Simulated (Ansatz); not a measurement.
# ZnS (P6_3mc): seeking the equilibrium cell

Aim: the volume at which the pressure of ZnS (P6_3mc) vanishes.

Method: DFT PBE, scalar-relativistic, plane waves, PAW, in Ansatz 0.2.0.

**1. The starting structure**

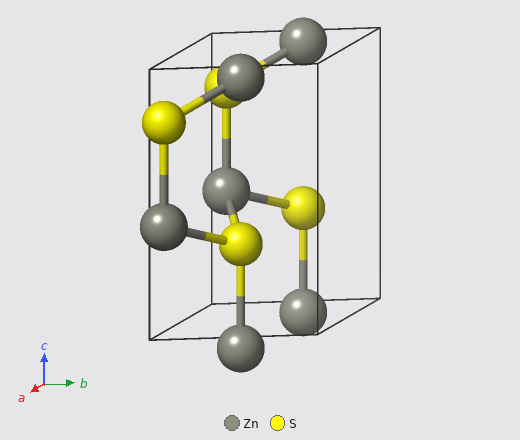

Start, viewed slightly off an axis; zinc grey, sulfur yellow. 2×1×1 cells are drawn. Atoms on the faces are drawn again on the opposite ones.

Structure file:

```
CELL_PARAMETERS angstrom
3.81100 0.00000 0.00000
-1.90550 3.30042 0.00000
0.00000 0.00000 6.23400
ATOMIC_POSITIONS crystal
Zn 0.33333 0.66667 0.00000
Zn 0.66667 0.33333 0.50000
S 0.33333 0.66667 0.38500
S 0.66667 0.33333 0.88500
```

**2. First run, at the start cell**

File input.yaml:

```yaml
crystal:
  lattice:
    - [3.811, 0.0, 0.0]
    - [-1.9055, 3.3004228138, 0.0]
    - [0.0, 0.0, 6.234]
  atoms:
    - { symbol: Zn, position: [0.3333333333, 0.6666666667, 0.0] }
    - { symbol: Zn, position: [0.6666666667, 0.3333333333, 0.5] }
    - { symbol: S, position: [0.3333333333, 0.6666666667, 0.385] }
    - { symbol: S, position: [0.6666666667, 0.3333333333, 0.885] }
basis:
  ecutwfc: 420
  ecutrho_ratio: 4
kpoints:
  mp_grid: { grid: [8, 8, 4] }
hamiltonian:
  xc: pbe
  pseudopotentials: { kind: paw, frozen_core: stored }
scf:
  occupations: { method: gaussian, width: 0.05 }
output:
  forces: true
  stress: true
  eigenvalues: true
relax:
  f_tol: 0.01
  max_steps: 60
  cell: { stress_tol: 0.04 }
```

Command:

```
$ ansatz run input.yaml --threads 1 --pin off --max-ram 2560MiB --backend cpu --events-out ev --progress --plain --runs-dir out
```

The program printed:

```text
Warning: RAYON_NUM_THREADS=1 ignored (pool sized by the plan → 1); use --threads N
Engine: ansatz 0.2.0, aarch64-unknown-linux-gnu
Pseudopotentials: kind: paw
Pseudopotential: Zn, paw, valence charge 12, recommended cutoff 420 eV (normal), Zn.paw.azcp
Pseudopotential: S, paw, valence charge 6, recommended cutoff 420 eV (normal), S.paw.azcp
Functional definition: PBE
  parameter kappa = 0.804
  parameter beta = 0.06672455060314922
  exchange = pbe_x(kappa = kappa, mu = beta*pi^2/3)
  correlation = pbe_c(beta = beta)
Crystal: 4 atoms, lattice volume = 78.411 Å³
Basis set: ecut = 420 eV, 1521 PW (Γ), exchange–correlation on 54×54×90 points (8 copies of the dense FFT grid, shifted against one another)
Bands: 22, of which v1, the nominal top of the filled ones, is band 18 counted from 1 (17 counted from 0)
Symmetry: 12 space group operations
Space group: P63mc (ITA 186), of the structure as read, at distance tolerance 4.3e-5 Å
k-points: 30 of 256 (time reversal used)
Non-local potential: Zn, projectors of the file, l = 0: 2, l = 1: 2, l = 2: 3, l = 3: 1
Non-local potential: S, projectors of the file, l = 0: 2, l = 1: 2, l = 2: 2
PAW form: soft (Blöchl's): semilocal exchange-correlation on the pseudo side does not see the compensation charge
PAW one-centre angular grid: Zn, 590 points (default); XC on 64 Gauss nodes
PAW one-centre angular grid: S, 110 points (default); XC on 64 Gauss nodes
Initial density: superposition of atomic densities (neutral atoms: chi_scale 0, normalization atom), corrected by the library's trained network
Initial wavefunctions: pseudopotential atomic-orbital guess
Functional: x = pbe(κ = 0.804, μ = 0.2195149727645171), c = pbe(β = 0.06672455060314922)
SCF iter   1: F=—  HF=-8445.420051 eV  |F-HF|=—  |Δ(HF+E_count)|=         —  Δρ=5.10e-4  dr2=1.76e-4  ethr=1.77e-3  ⟨swp⟩=5.6  Hψ=3099  notcnv=0
preconditioner: auto → Resta (q_TF=auto, 2.396 Å⁻¹)  ε∞=6.6  [insulator: Δε(μ)=2.242 eV  Ē_g=10.666 eV  σ=0.050 eV  W_gap=1.00  n_scr=22 (ndim 8)  ℏωp=25.2 eV  f_vac=0.040  D(μ)=0.00/eV (n_scr^D=0)  ε∞_Penn≈6.6]
SCF iter   2: F=—  HF=-8445.420352 eV  |F-HF|=—  |Δ(HF+E_count)|=   3.01e-4  Δρ=4.23e-4  dr2=1.12e-4  ethr=4.90e-7  ⟨swp⟩=2.7  Hψ=1564  notcnv=0
SCF iter   3: F=—  HF=-8445.420438 eV  |F-HF|=—  |Δ(HF+E_count)|=   8.56e-5  Δρ=1.51e-4  dr2=1.19e-5  ethr=3.11e-7  ⟨swp⟩=2.0  Hψ=1160  notcnv=0
SCF iter   4: F=—  HF=-8445.420379 eV  |F-HF|=—  |Δ(HF+E_count)|=   5.87e-5  Δρ=7.79e-5  dr2=5.37e-6  ethr=3.30e-8  ⟨swp⟩=2.0  Hψ=1198  notcnv=0
SCF iter   5: F=—  HF=-8445.420378 eV  |F-HF|=—  |Δ(HF+E_count)|=   6.45e-7  Δρ=3.16e-5  dr2=6.78e-7  ethr=1.49e-8  ⟨swp⟩=2.1  Hψ=1063  notcnv=0
SCF iter   6: F=-8445.420379 eV  HF=-8445.420379 eV  |F-HF|=2.18e-8  |Δ(HF+E_count)|=   3.87e-7  Δρ=1.10e-5  dr2=7.44e-8  ethr=2.78e-10  ⟨swp⟩=3.0  Hψ=2710  notcnv=0
SCF 1 converged in 6 iterations: F = -8445.420379 eV  dr2 = 7.44e-8
relax step   1: F+E_penalty+E_count = -8445.42037874 eV  Δ(F+E_penalty+E_count) = +0.000e0 eV  max|allowed force component| = 3.195e-1 eV/Å  Δτ_max = 0.0000 Å  P = +2.331 GPa  Ω = 78.411 Å³  (6 SCF iters, dr2 threshold 1.00e-7 eV, accepted)
Crystal: 4 atoms, lattice volume = 79.789 Å³
Basis set: ecut = 420 eV, 1545 PW (Γ), exchange–correlation on 54×54×90 points (8 copies of the dense FFT grid, shifted against one another)
Initial density: handed on by an earlier stage of this run
Initial wavefunctions: those handed on with the density
iter 1 solved again at ethr=2.88e-6 eV; its pass at ethr=3.10e-3 eV (dr2=1.04e-3 eV) is discarded
SCF iter   1: F=—  HF=-8445.444108 eV  |F-HF|=—  |Δ(HF+E_count)|=         —  Δρ=1.40e-3  dr2=9.96e-4  ethr=2.88e-6  ⟨swp⟩=2.0  Hψ=4030  notcnv=0
preconditioner: auto → Resta (q_TF=auto, 2.389 Å⁻¹)  ε∞=6.5  [insulator: Δε(μ)=2.156 eV  Ē_g=10.588 eV  σ=0.050 eV  W_gap=1.00  n_scr=22 (ndim 8)  ℏωp=24.9 eV  f_vac=0.043  D(μ)=0.00/eV (n_scr^D=0)  ε∞_Penn≈6.5]
SCF iter   2: F=—  HF=-8445.443921 eV  |F-HF|=—  |Δ(HF+E_count)|=   1.87e-4  Δρ=6.86e-4  dr2=2.83e-4  ethr=2.77e-6  ⟨swp⟩=2.0  Hψ=1140  notcnv=0
SCF iter   3: F=—  HF=-8445.443858 eV  |F-HF|=—  |Δ(HF+E_count)|=   6.34e-5  Δρ=3.87e-4  dr2=6.93e-5  ethr=7.87e-7  ⟨swp⟩=2.0  Hψ=1114  notcnv=0
SCF iter   4: F=—  HF=-8445.443834 eV  |F-HF|=—  |Δ(HF+E_count)|=   2.41e-5  Δρ=1.02e-4  dr2=1.21e-5  ethr=1.93e-7  ⟨swp⟩=2.0  Hψ=1140  notcnv=0
SCF iter   5: F=—  HF=-8445.443840 eV  |F-HF|=—  |Δ(HF+E_count)|=   6.44e-6  Δρ=2.55e-5  dr2=8.18e-7  ethr=3.37e-8  ⟨swp⟩=2.8  Hψ=1247  notcnv=0
SCF iter   6: F=-8445.443841 eV  HF=-8445.443841 eV  |F-HF|=1.17e-7  |Δ(HF+E_count)|=   1.31e-6  Δρ=6.94e-6  dr2=5.41e-8  ethr=1.11e-9  ⟨swp⟩=5.0  Hψ=2990  notcnv=0
SCF 2 converged in 6 iterations: F = -8445.443841 eV  dr2 = 5.41e-8
relax step   2: F+E_penalty+E_count = -8445.44384145 eV  Δ(F+E_penalty+E_count) = -2.346e-2 eV  max|allowed force component| = 2.204e-1 eV/Å  Δτ_max = 0.0117 Å  P = +0.941 GPa  Ω = 79.789 Å³  energy of the carried Pulay correction = -5.840e-4 eV  (6 SCF iters, dr2 threshold 4.00e-7 eV, accepted)
Crystal: 4 atoms, lattice volume = 80.844 Å³
Basis set: ecut = 420 eV, 1581 PW (Γ), exchange–correlation on 54×54×90 points (8 copies of the dense FFT grid, shifted against one another)
iter 1 solved again at ethr=5.22e-6 eV; its pass at ethr=3.10e-3 eV (dr2=1.88e-3 eV) is discarded
SCF iter   1: F=—  HF=-8445.456439 eV  |F-HF|=—  |Δ(HF+E_count)|=         —  Δρ=1.99e-3  dr2=1.89e-3  ethr=5.22e-6  ⟨swp⟩=2.0  Hψ=4105  notcnv=0
preconditioner: auto → Resta (q_TF=auto, 2.384 Å⁻¹)  ε∞=6.5  [insulator: Δε(μ)=2.071 eV  Ē_g=10.526 eV  σ=0.050 eV  W_gap=1.00  n_scr=22 (ndim 8)  ℏωp=24.8 eV  f_vac=0.043  D(μ)=0.00/eV (n_scr^D=0)  ε∞_Penn≈6.5]
SCF iter   2: F=—  HF=-8445.455983 eV  |F-HF|=—  |Δ(HF+E_count)|=   4.56e-4  Δρ=9.93e-4  dr2=5.18e-4  ethr=5.22e-6  ⟨swp⟩=2.0  Hψ=1104  notcnv=0
SCF iter   3: F=—  HF=-8445.455930 eV  |F-HF|=—  |Δ(HF+E_count)|=   5.21e-5  Δρ=3.46e-4  dr2=5.98e-5  ethr=1.44e-6  ⟨swp⟩=2.0  Hψ=1083  notcnv=0
SCF iter   4: F=—  HF=-8445.455850 eV  |F-HF|=—  |Δ(HF+E_count)|=   8.07e-5  Δρ=1.30e-4  dr2=1.58e-5  ethr=1.66e-7  ⟨swp⟩=2.0  Hψ=1140  notcnv=0
SCF iter   5: F=—  HF=-8445.455852 eV  |F-HF|=—  |Δ(HF+E_count)|=   2.77e-6  Δρ=3.85e-5  dr2=1.90e-6  ethr=4.38e-8  ⟨swp⟩=2.4  Hψ=1227  notcnv=0
SCF iter   6: F=-8445.455854 eV  HF=-8445.455854 eV  |F-HF|=1.31e-7  |Δ(HF+E_count)|=   1.48e-6  Δρ=8.41e-6  dr2=9.79e-8  ethr=1.11e-9  ⟨swp⟩=5.6  Hψ=3028  notcnv=0
SCF 3 converged in 6 iterations: F = -8445.455854 eV  dr2 = 9.79e-8
relax step   3: F+E_penalty+E_count = -8445.45585406 eV  Δ(F+E_penalty+E_count) = -1.201e-2 eV  max|allowed force component| = 3.290e-2 eV/Å  Δτ_max = 0.0186 Å  P = -0.085 GPa  Ω = 80.844 Å³  energy of the carried Pulay correction = -1.024e-3 eV  (6 SCF iters, dr2 threshold 4.00e-7 eV, accepted)
Crystal: 4 atoms, lattice volume = 80.746 Å³
iter 1 solved again at ethr=1.09e-7 eV; its pass at ethr=3.10e-3 eV (dr2=3.92e-5 eV) is discarded
SCF iter   1: F=—  HF=-8445.456254 eV  |F-HF|=—  |Δ(HF+E_count)|=         —  Δρ=2.55e-4  dr2=4.36e-5  ethr=1.09e-7  ⟨swp⟩=3.5  Hψ=4003  notcnv=0
preconditioner: auto → Resta (q_TF=auto, 2.385 Å⁻¹)  ε∞=6.5  [insulator: Δε(μ)=2.079 eV  Ē_g=10.529 eV  σ=0.050 eV  W_gap=1.00  n_scr=22 (ndim 8)  ℏωp=24.8 eV  f_vac=0.041  D(μ)=0.00/eV (n_scr^D=0)  ε∞_Penn≈6.5]
SCF iter   2: F=—  HF=-8445.456177 eV  |F-HF|=—  |Δ(HF+E_count)|=   7.74e-5  Δρ=1.29e-4  dr2=1.18e-5  ethr=1.09e-7  ⟨swp⟩=2.0  Hψ=1133  notcnv=0
SCF iter   3: F=—  HF=-8445.456174 eV  |F-HF|=—  |Δ(HF+E_count)|=   2.58e-6  Δρ=3.15e-5  dr2=4.66e-7  ethr=3.27e-8  ⟨swp⟩=2.0  Hψ=1126  notcnv=0
SCF iter   4: F=—  HF=-8445.456174 eV  |F-HF|=—  |Δ(HF+E_count)|=   6.32e-8  Δρ=2.17e-5  dr2=2.43e-7  ethr=7.27e-10  ⟨swp⟩=6.0  Hψ=3209  notcnv=0
SCF iter   5: F=-8445.456174 eV  HF=-8445.456174 eV  |F-HF|=1.09e-8  |Δ(HF+E_count)|=   1.06e-7  Δρ=2.81e-6  dr2=8.50e-9  ethr=6.75e-10  ⟨swp⟩=4.7  Hψ=2749  notcnv=0
SCF 4 converged in 5 iterations: F = -8445.456174 eV  dr2 = 8.50e-9
relax step   4: F+E_penalty+E_count = -8445.45617437 eV  Δ(F+E_penalty+E_count) = -3.203e-4 eV  max|allowed force component| = 2.668e-4 eV/Å  Δτ_max = 0.0022 Å  P = -0.006 GPa  Ω = 80.746 Å³  energy of the carried Pulay correction = -9.836e-4 eV  (5 SCF iters, dr2 threshold 2.62e-7 eV, accepted)
Initial wavefunctions: pseudopotential atomic-orbital guess (no wavefunctions were taken with the density)
iter 1 solved again at ethr=1.51e-7 eV; its pass at ethr=3.10e-3 eV (dr2=5.43e-5 eV) is discarded
SCF iter   1: F=—  HF=-8445.455717 eV  |F-HF|=—  |Δ(HF+E_count)|=         —  Δρ=2.77e-4  dr2=1.86e-6  ethr=1.51e-7  ⟨swp⟩=3.0  Hψ=5000  notcnv=0
preconditioner: auto → Resta (q_TF=auto, 2.385 Å⁻¹)  ε∞=6.5  [insulator: Δε(μ)=2.080 eV  Ē_g=10.529 eV  σ=0.050 eV  W_gap=1.00  n_scr=22 (ndim 8)  ℏωp=24.8 eV  f_vac=0.041  D(μ)=0.00/eV (n_scr^D=0)  ε∞_Penn≈6.5]
SCF iter   2: F=—  HF=-8445.456781 eV  |F-HF|=—  |Δ(HF+E_count)|=   1.06e-3  Δρ=1.53e-4  dr2=2.11e-6  ethr=5.16e-9  ⟨swp⟩=2.0  Hψ=1174  notcnv=0
SCF iter   3: F=—  HF=-8445.457108 eV  |F-HF|=—  |Δ(HF+E_count)|=   3.27e-4  Δρ=5.56e-5  dr2=7.64e-8  ethr=5.16e-9  ⟨swp⟩=2.0  Hψ=1071  notcnv=0
SCF iter   4: F=—  HF=-8445.457168 eV  |F-HF|=—  |Δ(HF+E_count)|=   6.05e-5  Δρ=2.60e-6  dr2=2.46e-9  ethr=2.12e-10  ⟨swp⟩=2.0  Hψ=1200  notcnv=0
SCF iter   5: F=—  HF=-8445.457168 eV  |F-HF|=—  |Δ(HF+E_count)|=   3.00e-8  Δρ=1.53e-6  dr2=5.27e-10  ethr=6.84e-12  ⟨swp⟩=2.0  Hψ=1187  notcnv=0
SCF iter   6: F=—  HF=-8445.457168 eV  |F-HF|=—  |Δ(HF+E_count)|=   1.08e-8  Δρ=5.03e-7  dr2=6.83e-11  ethr=1.47e-12  ⟨swp⟩=2.0  Hψ=1079  notcnv=0
SCF iter   7: F=-8445.457168 eV  HF=-8445.457168 eV  |F-HF|=1.46e-11  |Δ(HF+E_count)|=   3.66e-9  Δρ=7.31e-8  dr2=7.63e-12  ethr=1.00e-12  ⟨swp⟩=5.6  Hψ=2979  notcnv=0
SCF 5 converged in 7 iterations: F = -8445.457168 eV  dr2 = 7.63e-12
relax step   5: F+E_penalty+E_count = -8445.45716850 eV  Δ(F+E_penalty+E_count) = -9.941e-4 eV  max|allowed force component| = 2.438e-4 eV/Å  Δτ_max = 0.0000 Å  P = -0.008 GPa  Ω = 80.746 Å³  stress off target by 1.92e-2 GPa  SCF on the basis re-selected at this cell (its energy is not comparable with the rows above)  (7 SCF iters)
basis re-selected at this cell: Δ(F+E_penalty+E_count) = -9.941e-4 eV, ΔP = -0.002 GPa vs the last step (what re-selecting the basis moved, of the pressure what is left beyond the Pulay correction that the steps carried, after the strain that the cell walked since its last selection, with what the two solves' SCF thresholds leave and, on support functions, any second-order correction that the steps lacked; it is no measure of the basis error at this ecutwfc). This SCF's stress stands 1.92e-2 GPa from its target on what of the cell is left free (relax.cell.stress_tol is 4.00e-2 GPa) and its largest allowed force component is 2.44e-4 eV/Å (relax.f_tol is 1.00e-2 eV/Å): within both
SCF converged after 7 iterations
Free energy (F): -8445.457168 eV
Harris-Foulkes:  -8445.457168 eV  (|F-HF|=1.46e-11)
Internal energy: -8445.457168 eV  (E = F + TS)
E sigma→0 (E₀):  -8445.457168 eV
Fermi energy:    6.548309 eV
--- Per-component energies (eV) ---
  E_band       = 2.340578
  E_kinetic    = 475.626150
  E_local      = -4117.901678  (includes V_loc(G=0)·N_el)
  E_nonlocal   = 1285.949964
  E_hartree    = 1721.369932
  E_xc         = -468.198148
  E_vxc        = -278.301001  (∫ρ·V_xc dr)
  E_paw        = -4857.655611  (= ΣΔE_a)
  E_vpaw       = -805.772058  (= ΣTr[D̂ρ^β])
  E_aug_tail   = -0.000705  (compensation charges beyond the density's cutoff)
  E_ewald      = -2484.647072
  E_smearing   = -0.000000  (= −TS)
  E_closure    = -0.000000  (closes the sum)
  Σ components = -8445.457168   (vs F -8445.457168, Δ=0.00e0)
--- Forces (eV/Å), atoms counted from 1 ---
  atom   1  Zn    -0.00000000     0.00000000     0.00024411
  atom   2  Zn    -0.00000000    -0.00000000     0.00024411
  atom   3  S      0.00000000     0.00000000    -0.00024349
  atom   4  S      0.00000000    -0.00000000    -0.00024349
  max |Σ_I F_I| component: 1.23e-6 eV/Å
--- Stress (GPa, compression-positive) ---
       -0.019219       0.000000       0.000000
        0.000000      -0.019219       0.000000
        0.000000       0.000000       0.015848
  P = ⅓ Tr σ = -0.0075 GPa (-0.075 kbar)
--- Band table (eV; the first three rows and the last of 30) ---
  k-point 0: bands = ["-7.5000", "-6.6092", "-0.7437", "-0.7321", "-0.7321", "-0.6537", "-0.6537", "-0.3126", "-0.3126", "-0.2403", "-0.2403", "-0.0882", "0.3444", "4.6524", "4.6524", "5.4358", "5.5083", "5.5083", "7.5874", "8.5539", "11.8123", "11.8123"]
  k-point 1: bands = ["-7.3866", "-6.7602", "-0.7475", "-0.7241", "-0.7241", "-0.6689", "-0.6689", "-0.4977", "-0.2994", "-0.2994", "-0.2481", "-0.2481", "1.2363", "4.3536", "4.7687", "4.7687", "5.3727", "5.3727", "8.4839", "8.7020", "11.7582", "11.9068"]
  k-point 2: bands = ["-7.0918", "-7.0918", "-0.7103", "-0.7103", "-0.7000", "-0.7000", "-0.7000", "-0.7000", "-0.2711", "-0.2711", "-0.2711", "-0.2711", "2.7068", "2.7068", "5.0611", "5.0611", "5.0611", "5.0611", "8.9796", "8.9796", "12.2478", "12.2478"]
  k-point 29: bands = ["-6.3908", "-6.3908", "-0.6273", "-0.6273", "-0.5629", "-0.5629", "-0.3989", "-0.3989", "-0.2926", "-0.2926", "0.0122", "0.0122", "0.8856", "0.8856", "2.7531", "2.7531", "4.1969", "4.1969", "9.8910", "9.8910", "11.8195", "11.8195"]
--- Relaxed structure (4 steps of the walk, 4 accepted, 1 SCFs on fresh bases) ---
  F+E_penalty+E_count = -8445.45716850 eV   max|allowed force component| = 2.438e-4 eV/Å   (the final SCF, on the basis selected at the relaxed cell)
  cell:  # Å, volume = 80.7461 Å³
    - [3.845815646137837, 0.0, 1.4290247346774361e-35]
    - [-1.9229078230689185, 3.330574047827032, -3.189655813072672e-35]
    - [2.337585986882576e-35, -4.675171973765152e-35, 6.303969835030631]
  atoms:
    - { symbol: Zn, position: [0.33333333333333337, 0.6666666666666667, 0.005200860577562248] }
    - { symbol: Zn, position: [0.6666666666666666, 0.33333333333333337, 0.5052008605775623] }
    - { symbol: S, position: [0.33333333333333337, 0.6666666666666667, 0.37979913942243776] }
    - { symbol: S, position: [0.6666666666666666, 0.33333333333333337, 0.8797991394224377] }
```

Run time: 52 s. Hardware: 1 thread of Arm Neoverse N1, shared host; peak memory 0.33 GiB.

Step by step:

| step | energy from step 1 (meV/atom) | largest force component (eV/Å) | pressure (GPa) | volume (Å³/atom) |
| --- | --- | --- | --- | --- |
| 1 | 0.0 | 0.319 | 2.33 | 19.603 |
| 2 | -5.9 | 0.220 | 0.94 | 19.947 |
| 3 | -8.9 | 0.033 | -0.09 | 20.211 |
| 4 | -8.9 | 0.000 | -0.01 | 20.187 |
| 5 | -9.2 | 0.000 | -0.01 | 20.187 |

Step 1 is the start. Step 5 repeats the geometry before it on a plane-wave basis chosen anew for the final cell, which shifts the energy by -0.2 meV/atom. The run keeps the 12 symmetry operations that it found, so it can't reach a distortion that breaks them.

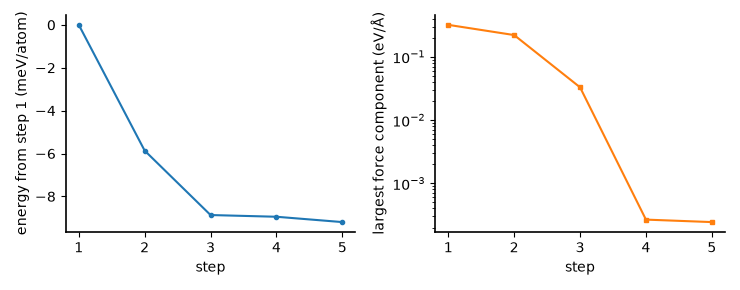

Energy and largest force along the relaxation.

In short: volume 20.187 Å³/atom, pressure -0.01 GPa, gap on the mesh 2.08 eV.

**3. What came out**

| quantity | value |
| --- | --- |
| volume | 20.187 Å³/atom |
| pressure | -0.01 GPa |
| conventional cell | a = 3.846 Å, b = 3.846 Å, c = 6.304 Å, α = 90.00°, β = 90.00°, γ = 120.00° |
| gap on the mesh | 2.08 eV |

In words: The volume went from 19.60 to 20.19 Å³/atom (+3.0 %), where 0.01 GPa is left.

These are semilocal Kohn-Sham gaps, which aren't the measured quantity. Such gaps usually fall short of the measured ones.
